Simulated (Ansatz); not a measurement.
# Fields on a plane of GaP (zinc blende)

```xyz
2
Lattice="0.0000 2.7259 2.7259 2.7259 0.0000 2.7259 2.7259 2.7259 0.0000" Properties=species:S:1:pos:R:3 pbc="T T T"
P      4.0888     4.0888     4.0888
Ga     0.0000     0.0000     0.0000
```

The slice is a {111} plane (indices of the conventional cell) through the point (0.000, 0.000, 0.000) (fractional), spanned by u = [100] and v = [-1 2 0] in vectors of this cell: u (3.85 Å) and v (6.68 Å, at 90° to u). It covers one period; positions are fractions (u, v).

Atoms on it: Ga at (0.00, 0.00); Ga at (0.50, 0.50). Other atoms lie within 1 Å of the plane.

Calculation: r2SCAN (plane waves to 500 eV, PAW, scalar-relativistic; Ansatz, an electronic-structure program). k mesh 10×10×10. Near the nuclei the fields are pseudised (PAW); where an atom keeps semicore shells as valence, they peak there. GaP was relaxed with its symmetry unable to fall. The PAW data are Ansatz's earlier set.

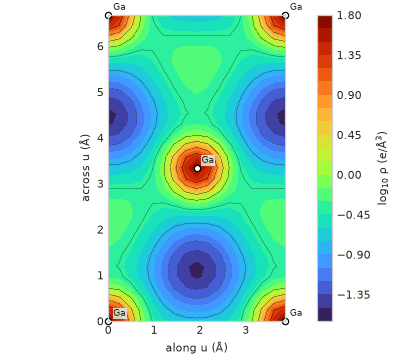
Log₁₀ of the valence density in e/Å³, one period of the plane, atoms marked. The scale is logarithmic, as a density can span decades between atoms and voids.

```
|xx :=#%%%%%#=: x|
|x :-+@@@@@@@+-: |
|:::=%@@@%@@@%=::|
|::-*@@@%%%@@@*-:|
|::=*%@@%#%@@%*=:|
|.:-*#%@@%@@%#*-:|
| .:=*%@@@@@%*=:.|
|  .-+#@@@@@#+-. |
|   :=*##%##*=:  |
|   .-==--==--.  |
|  ..:::::::::.. |
|..::::. x .::::.|
|===-:: xxx ::-==|
|***+-:xxxxx:-+**|
|%%%#=: xxx :=#%%|
|@@@@+-: x :-+@@@|
|%@@@%=:::::=%@@@|
|%%@@@*-:::-*@@@%|
|#%@@%*=:::=*%@@%|
|%@@%#*-:.:-*#%@@|
|@@@%*=:. .:=*%@@|
|@@@#+-.   .-+#@@|
|%##*=:     :=*##|
|-==--.     .-==-|
|:::::..   ..::::|
|x .::::...::::. |
|xx ::-=====-:: x|
|xxx:-+*****+-:xx|
```
Scale: ten equal steps from 0.02 (start of ' ') to 0.84 (end of '@'), in the order ' .:-=+*#%@'. Values: electron localisation function (ELF). The map has 16 points along u (one character each, u = 0 at the left) and 28 along v (v = 0 in the bottom row). Points within 0.5 Å of a nucleus are blanked (x), as the pseudised field means little there.
